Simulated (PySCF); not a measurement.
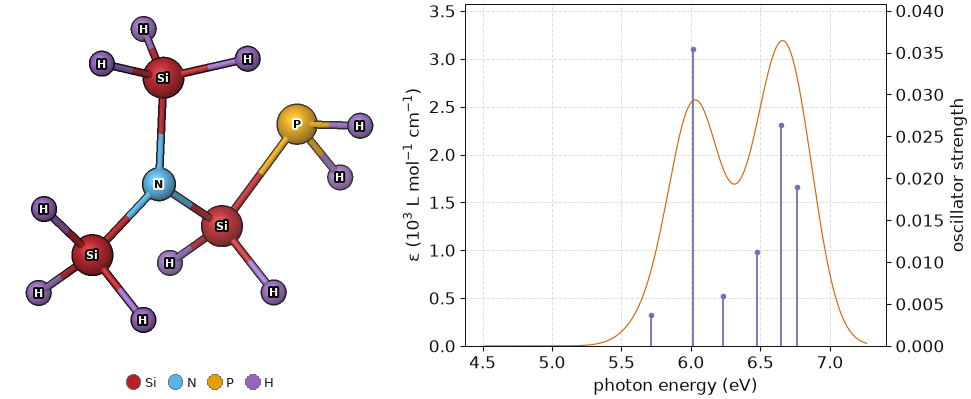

Computed absorption of Si₃PNH₁₀, SMILES [SiH3]N([SiH3])[SiH2]P. Vertical TDDFT excitations, PBE0/def2-SVPD, PySCF 2.14.0, at a GFN2-xTB geometry (no frequency check), gas phase. The lowest 6 singlet states are shown; each is broadened by a Gaussian of 1/e half-width 0.25 eV. Sticks give oscillator strengths (right axis).

Does any vertical transition fall in the visible?

No singlet lies below 3.1 eV (beyond 400 nm), so at this level no vertical transition falls in the visible.

Where is the lowest singlet, and is it bright?

S1 lies at 5.71 eV (217 nm) with f = 0.004, mainly HOMO → LUMO (86 %); it is dark or nearly so.

Which of the computed transitions is the brightest, and what character does the calculation give it?

S2 at 6.01 eV (206 nm), f = 0.035, mainly HOMO−1 → LUMO (71 %).

Caveats: the tight-binding geometry is rougher than a DFT one and adds to the error; one conformer of a flexible molecule; core orbitals are frozen in the response.
